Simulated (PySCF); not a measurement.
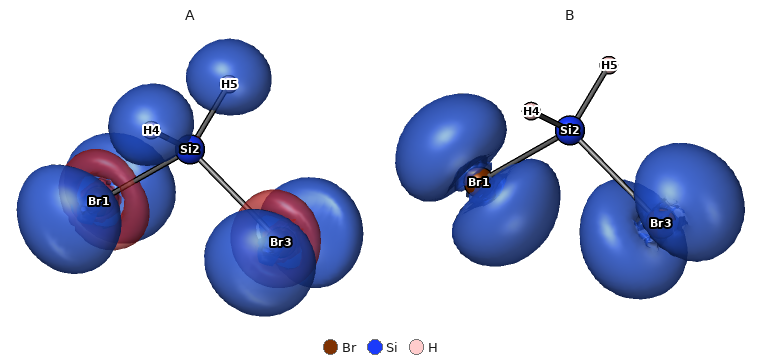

Figure 1: Br2H2Si, SMILES `Br[SiH2]Br`. The Fukui function f⁻ from two separate SCF calculations and the density of the HOMO, at ±0.02 e/Å³ (blue positive, red negative).

PySCF calculation, PBE0/def2-TZVP, gas phase; geometry: GFN2-xTB. No frequency check shows the geometry to be a minimum. GFN2-xTB bond lengths at metals and heavier atoms can be off by up to 0.1 Å and shapes distorted, which carries into these values.

Cartesian coordinates (Å):

```
Br1      1.7868    0.2592    0.0000
Si2      0.0000   -1.0394    0.0000
Br3     -1.7868    0.2592   -0.0000
H4      -0.0008   -1.7971    1.2318
H5       0.0008   -1.7971   -1.2318
```

Question: Which panel is which, and how good is the frozen-orbital picture?

Answer: A is f⁻ (it has negative regions), B the HOMO density. The HOMO lies on Br1 and Br3 (47 % each) and Si2 (5 %); f⁻ (Hirshfeld-condensed) is largest on Br1 and Br3 (0.36 each); the vertical ionisation energy is 10.67 eV (the stability of the cation's solution wasn't checked). Relaxation shifts 23 % of the electron between atoms. The orbital energy is −8.54 eV.

Cost of the run: 77 s on 1 thread of Arm Neoverse N1, with other jobs on the host, peak memory 0.62 GiB.
